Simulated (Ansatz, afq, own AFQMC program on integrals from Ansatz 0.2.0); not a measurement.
# SiH2O (singlet): quantum Monte Carlo beside coupled cluster at distance Si1–O2 = 1.516 Å, cc-pVDZ, part 2 of 2

Ansatz 0.2.0, Gaussian basis, and an in-house AFQMC program (afq) on its integrals; all values are calculated; cc-pVDZ, frozen cores. The steps go on from the part before.

## (10) Phaseless AFQMC, CISD trial on RHF

It reads the integrals that the CCSD(T) run on this determinant wrote.

Run with:

```
> afq ham --method phaseless --trial cisd --walkers 60 --populations 1 --least-time 40 --time-step 0.005 --steps-per-block 50 --equilibration-blocks 28 --max-blocks 300 --target-error 0.00042 --factor-cut 1e-05 --seed 286 --release-times 0.24,0.51,0.99,1.62,2.4 --release-step 0.03 --release-every 4 --taylor-order 6
```

Output:

```text
orbitals 36  electrons 6 6  factors 269 of 397
reference energy -364.92590611 Eh
CCSD correlation -0.30450190 Eh in 12 cycles, weight of the determinant in the CISD state 0.8783
energy of the start -365.230408 Eh
 block  time / (1/Eh)  mean weight  energy / Eh
     1     0.250  0.9997  -365.225907
     2     0.500  1.0004  -365.227176
     3     0.750  0.9981  -365.233412
     4     1.000  0.9985  -365.231497
     5     1.250  0.9998  -365.233114
     6     1.500  0.9999  -365.233920
     7     1.750  1.0013  -365.232996
     8     2.000  0.9972  -365.238498
     9     2.250  1.0004  -365.233199
    10     2.500  1.0022  -365.234394
    17     4.250  1.0004  -365.241449
    25     6.250  0.9967  -365.242751
    33     8.250  0.9989  -365.243831
    41    10.250  0.9977  -365.236918
    49    12.250  0.9980  -365.239585
    57    14.250  1.0014  -365.230933
    65    16.250  0.9997  -365.235000
    73    18.250  1.0033  -365.235070
    81    20.250  0.9987  -365.263128
    89    22.250  0.9993  -365.233032
    97    24.250  0.9995  -365.235084
   105    26.250  0.9968  -365.233816
   113    28.250  1.0011  -365.262375
   121    30.250  0.9995  -365.239556
   129    32.250  1.0003  -365.243173
   137    34.250  1.0002  -365.242983
   145    36.250  0.9985  -365.245586
   153    38.250  0.9990  -365.238673
   161    40.250  1.0013  -365.236048
   169    42.250  1.0015  -365.247816
   177    44.250  0.9991  -365.240281
   185    46.250  0.9995  -365.295221
   193    48.250  0.9994  -365.238190
   201    50.250  0.9984  -365.230377
   209    52.250  0.9989  -365.246050
   217    54.250  0.9990  -365.239116
   225    56.250  0.9972  -365.301144
   233    58.250  0.9994  -365.237297
   241    60.250  1.0006  -365.234584
   249    62.250  0.9993  -365.248281
   257    64.250  1.0048  -365.234020
   265    66.250  0.9990  -365.234131
   273    68.250  1.0008  -365.238132
   281    70.250  1.0000  -365.251361
   289    72.250  0.9982  -365.249689
   297    74.250  1.0001  -365.251523
   305    76.250  0.9969  -365.232935
   313    78.250  1.0043  -365.251930
   321    80.250  0.9976  -365.235334
blocks merged  error / Eh  count
     1  0.000551  300
     2  0.000659  150
     4  0.000800  75
     8  0.000955  37
    16  0.000948  18
    32  0.001064  9
released: time / (1/Eh)  energy / Eh  error  mean overlap
  0.24  -365.241417  0.000785  1.0076
  0.51  -365.242261  0.000657  0.9997
  0.99  -365.242601  0.000675  1.0053
  1.62  -365.242289  0.001260  0.9808
  2.40  -365.242499  0.001056  0.9667
energy -365.241681 +/- 0.000955 Eh
```

Wall time 2.7 min (1 thread of Arm Neoverse V2, shared host).

Energy -9938.7325 ± 0.0260 eV. Caveats: constraint bias not in the error; error above the target.

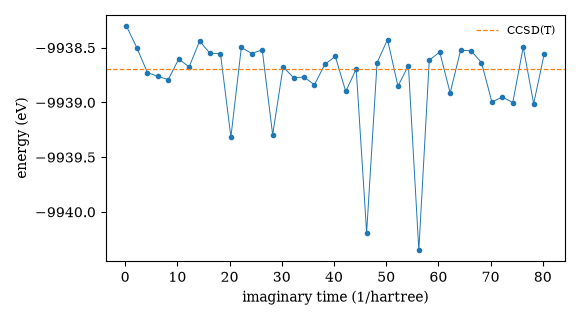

Block energies along the walk.

## (11) Phaseless AFQMC, single-determinant trial on RHF

It reads the integrals that the CCSD(T) run on this determinant wrote.

Run with:

```
> afq ham --method phaseless --trial hf --walkers 120 --populations 1 --least-time 40 --time-step 0.005 --steps-per-block 20 --equilibration-blocks 112 --max-blocks 600 --target-error 0.00126 --factor-cut 1e-05 --seed 5218 --taylor-order 6
```

Output:

```text
orbitals 36  electrons 6 6  factors 269 of 397
reference energy -364.92590611 Eh
CCSD correlation -0.30450190 Eh in 12 cycles, weight of the determinant in the CISD state 0.8783
energy of the start -364.925906 Eh
 block  time / (1/Eh)  mean weight  energy / Eh
     1     0.100  1.0013  -365.005938
     2     0.200  1.0044  -365.060428
     3     0.300  1.0045  -365.101180
     4     0.400  1.0019  -365.141876
     5     0.500  1.0025  -365.151009
     6     0.600  1.0015  -365.174261
     7     0.700  1.0035  -365.165044
     8     0.800  1.0040  -365.163690
     9     0.900  1.0026  -365.167851
    10     1.000  0.9978  -365.186208
    18     1.800  0.9993  -365.212423
    35     3.500  1.0016  -365.259138
    52     5.200  0.9990  -365.211172
    69     6.900  0.9998  -365.230718
    86     8.600  0.9985  -365.284948
   103    10.300  0.9975  -365.215461
   120    12.000  1.0021  -365.312741
   137    13.700  1.0000  -365.196848
   154    15.400  1.0008  -365.260598
   171    17.100  1.0010  -365.201982
   188    18.800  1.0017  -365.240991
   205    20.500  1.0002  -365.223560
   222    22.200  1.0013  -365.210497
   239    23.900  1.0012  -365.239670
   256    25.600  1.0010  -365.261198
   273    27.300  0.9993  -365.177617
   290    29.000  0.9992  -365.228066
   307    30.700  0.9996  -365.221636
   324    32.400  0.9983  -365.259434
   341    34.100  0.9993  -365.219643
   358    35.800  1.0005  -365.244604
   375    37.500  1.0010  -365.321833
   392    39.200  0.9980  -365.280141
   409    40.900  0.9993  -365.229444
   426    42.600  1.0000  -365.217889
   443    44.300  0.9996  -365.263304
   460    46.000  0.9998  -365.175302
   477    47.700  0.9999  -365.224245
   494    49.400  1.0004  -365.230356
   511    51.100  1.0035  -365.239922
   528    52.800  0.9982  -365.252262
   545    54.500  0.9960  -365.206960
   562    56.200  0.9995  -365.227461
   579    57.900  1.0026  -365.269883
   596    59.600  0.9989  -365.256969
   613    61.300  0.9999  -365.280480
   630    63.000  1.0004  -365.247793
   647    64.700  0.9986  -365.306057
   664    66.400  0.9985  -365.253510
   681    68.100  0.9984  -365.204911
   698    69.800  0.9986  -365.226414
blocks merged  error / Eh  count
     1  0.001786  600
     2  0.002402  300
     4  0.003109  150
     8  0.003974  75
    16  0.003807  37
    32  0.004448  18
    64  0.004583  9
energy -365.244838 +/- 0.004448 Eh
```

Wall time 2 min (1 thread of Arm Neoverse V2, shared host).

Energy -9938.8184 ± 0.1210 eV. The run doesn't count as converged. Caveats: constraint bias not in the error; error above the target.

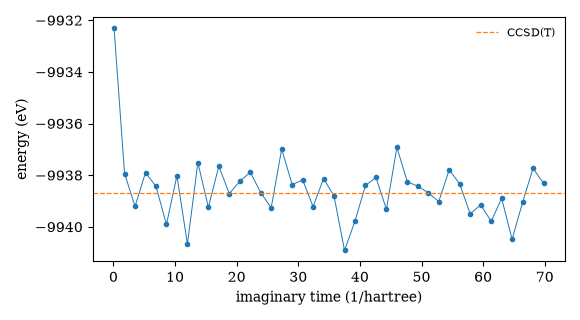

Block energies along the walk.

## (12) Free-projection AFQMC, CISD trial on RHF

It reads the integrals that the CCSD(T) run on this determinant wrote.

Run with:

```
> afq ham --method free --trial cisd --walkers 60 --time-step 0.03 --max-blocks 80 --target-error 0.00042 --factor-cut 1e-05 --seed 7721 --times 0,0.21,0.42,0.81,1.2,1.8,2.4,3 --taylor-order 8
```

Output:

```text
orbitals 36  electrons 6 6  factors 269 of 397
reference energy -364.92590611 Eh
CCSD correlation -0.30450190 Eh in 12 cycles, weight of the determinant in the CISD state 0.8783
repeat  energy at the last time / Eh  error
    10  -365.241121  0.002470
    20  -365.241878  0.002336
    30  -365.242349  0.001949
    40  -365.242324  0.001541
    50  -365.242130  0.001365
    60  -365.241414  0.001218
    70  -365.241650  0.001114
    80  -365.242298  0.001103
time / (1/Eh)  energy / Eh  error  mean overlap
  0.00  -365.229978  0.000601  1.1363
  0.21  -365.235514  0.000506  1.1361
  0.42  -365.237829  0.000520  1.1430
  0.81  -365.239697  0.000541  1.1464
  1.20  -365.240888  0.000526  1.1496
  1.80  -365.241945  0.000794  1.1264
  2.40  -365.241573  0.000901  1.1241
  3.00  -365.242298  0.001103  1.1162
energy -365.242298 +/- 0.001103 Eh
```

It took 86 s on 1 thread of Arm Neoverse V2, shared host.

Energy -9938.7492 ± 0.0300 eV. Caveats: remainder of the start not in the error; error above the target.

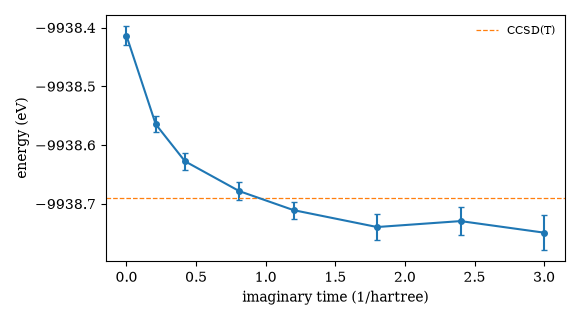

Energy against projection time, with error bars.

## (13) Free-projection AFQMC, CISD trial on RHF (settings varied)

It reads the integrals that the CCSD(T) run on this determinant wrote.

Run with:

```
> afq ham --method free --trial cisd --walkers 20 --time-step 0.05 --max-blocks 30 --target-error 0.00084 --factor-cut 0.0001 --seed 2990 --times 0,2,5,8,12 --taylor-order 8
```

Output:

```text
orbitals 36  electrons 6 6  factors 225 of 397
reference energy -364.92590611 Eh
CCSD correlation -0.30450130 Eh in 12 cycles, weight of the determinant in the CISD state 0.8783
repeat  energy at the last time / Eh  error
    10  -365.226007  0.023514
    20  -365.245539  0.014105
    30  -365.245553  0.011638
time / (1/Eh)  energy / Eh  error  mean overlap
  0.00  -365.229743  0.002133  1.1359
  2.00  -365.236174  0.001535  1.3290
  5.00  -365.259800  0.011405  1.0860
  8.00  -365.248725  0.011498  0.9814
 12.00  -365.245553  0.011638  0.9768
energy -365.245553 +/- 0.011638 Eh
```

Wall time 14 s (1 thread of Arm Neoverse V2, shared host).

Energy -9938.8378 ± 0.3167 eV. The run doesn't count as converged. Caveats: remainder of the start not in the error; phase noise grows fast; error above the target.

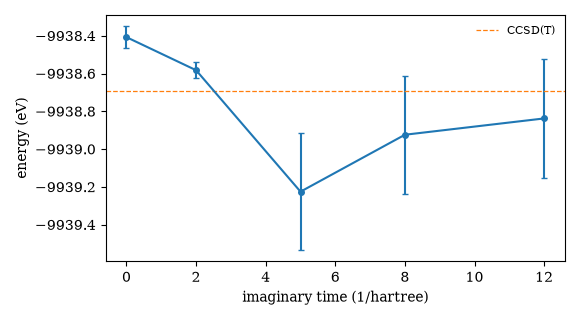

Energy against projection time, with error bars.

## (14) UHF

Input file in.yaml:

```yaml
crystal:
  periodic: [false, false, false]
  atoms:
    - {symbol: Si, position_ang: [0.000000, 0.000000, 0.489694]}
    - {symbol: O, position_ang: [0.000000, 0.000000, -1.026105]}
    - {symbol: H, position_ang: [0.000000, 1.230909, 1.321383]}
    - {symbol: H, position_ang: [0.000000, -1.230909, 1.321383]}
basis:
  gaussian: {orbitals: cc-pVDZ}
magnetization: {spin_polarized: true, initial_magnetization: 0}
hamiltonian: {xc: hf}
output: {orbitals: {seedname: orbitals}}
```

Run with:

```
> ansatz run in.yaml --threads 1 --pin off --events-out ev --progress --plain --max-ram 1382MiB
```

Output:

```text
Functional definition: HF
  name "HF"
  cite "Fock, Z. Phys. 61, 126 (1930) doi:10.1007/BF01340294"
  parent pbe
  exchange = exact_x
  correlation = 0
397 factors; integrals over basis functions are off by at most 1.2e-3 eV
mean field evaluation 1: about -9925.7983 eV, gradient 3.1e1 eV
mean field evaluation 2: about -9925.8292 eV, gradient 3.1e1 eV
mean field evaluation 4: about -9930.1041 eV, gradient 1.6e0 eV
mean field evaluation 8: about -9930.1392 eV, gradient 1.5e-1 eV
mean field evaluation 16: about -9929.6963 eV, gradient 3.1e0 eV
mean field evaluation 32: about -9928.2380 eV, gradient 1.1e1 eV
mean field -9930.13978238 eV, -364.9259061119 hartree, gradient 1.7e-5 eV, S^2 0.000000; 0 other end points of the search recorded, 0 dependent functions left out
reference -9930.13978238 eV, -364.9259061119 hartree; 12, 12 occupied and 30, 30 virtual orbitals, 397 factors
Total energy: -9930.13978238 eV, -364.9259061119 hartree
```

Wall time 0.3 s (1 thread of Arm Neoverse V2, shared host).

From the report: ⟨S²⟩ of the determinant 0.000 (pure singlet: 0.00).

## (15) All levels side by side

On the RHF determinant, counted from CCSDT(Q) (a yardstick, not exact):

```tsv
level	energy (eV)	from CCSDT(Q) (kcal/mol)	statistical error (kcal/mol)	time
HF	-9930.1398	+198.49		
MP2	-9938.0389	+16.33		
CCSD	-9938.4257	+7.41		
CCSD(T)	-9938.6905	+1.31		
CCSDT(Q)	-9938.7472	0.00		
Phaseless AFQMC, CISD trial, step 0.005, 60 walkers	-9938.7325	+0.34	0.60	2.7 min
Free-projection AFQMC, CISD trial, step 0.03, 60 walkers	-9938.7492	-0.05	0.69	86 s
```

The functionals' totals stand on their own zeros and serve differences with other points: PBE -9950.038 eV; r2SCAN -9954.541 eV; PBE0 -9950.662 eV; B3LYP -9956.889 eV; wB97M-V -9955.047 eV; B2PLYP -9951.220 eV.

## (16) What came out

What follows sums up all 2 parts.

```
                                              quantity                  value
                          CCSD(T) on RHF from CCSDT(Q)         +1.31 kcal/mol
      Phaseless AFQMC, CISD trial on RHF from CCSDT(Q)  +0.34 ± 0.60 kcal/mol
Free-projection AFQMC, CISD trial on RHF from CCSDT(Q)  -0.05 ± 0.69 kcal/mol
```

**Reading.** On RHF the phaseless walk with the CISD trial lies +0.34 kcal/mol from CCSDT(Q), within three error bars. Free projection has no constraint; at the last time it gives -0.05 ± 0.69 kcal/mol. Error bars are statistical and leave out the constraint, the time step and what remains of the start.
